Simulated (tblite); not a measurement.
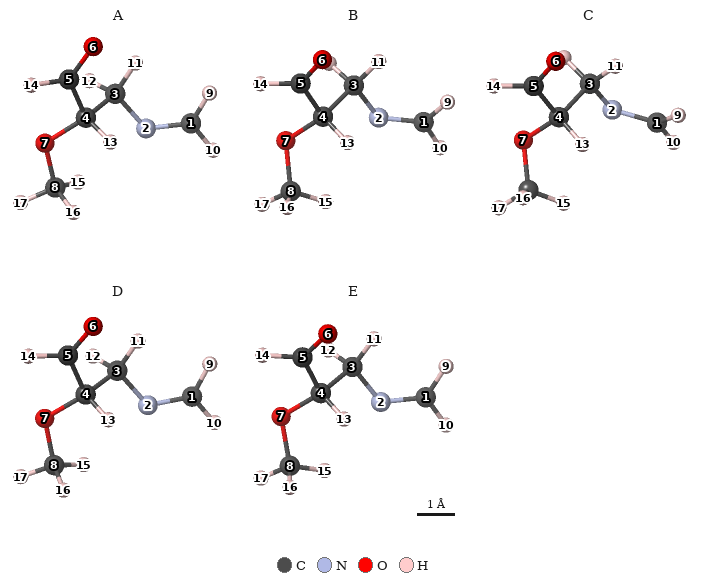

5 geometries from one relaxation of C₅H₉NO₂, in shuffled order. Style: ball-and-stick. Shown at a tilt.

The calculation used GFN2-xTB geometry optimisation, gas phase (tblite 0.8.0). 

> Put them in the order of the run, from the start to the converged end.

C, B, E, D, A. They are steps 0, 32, 45, 73, 126, at +0.454 eV, +0.115 eV, +0.062 eV, +0.018 eV relative to the last. Over 126 geometry steps the energy falls by 0.454 eV. The largest move after the best rigid fit is that of H15, 1.06 Å. Largest moves by element: H 1.06 Å, N 0.63 Å, O 0.57 Å, C 0.31 Å. Some distances before and after: C1–N2 1.294 → 1.251 Å, C8–H16 1.137 → 1.097 Å, C4–O7 1.376 → 1.402 Å, C3–C4 1.524 → 1.548 Å. Among the angles between lasting bonds that change: O7–C8–H16 105.3° → 110.7°, C4–C5–H14 117.2° → 112.3°, C4–O7–C8 109.5° → 114.3°. Groups turn about C4–O7 by about 45°, C3–C4 by about 25°. Cost: 0.6 s on 1 thread of Arm Neoverse V2 (shared host).
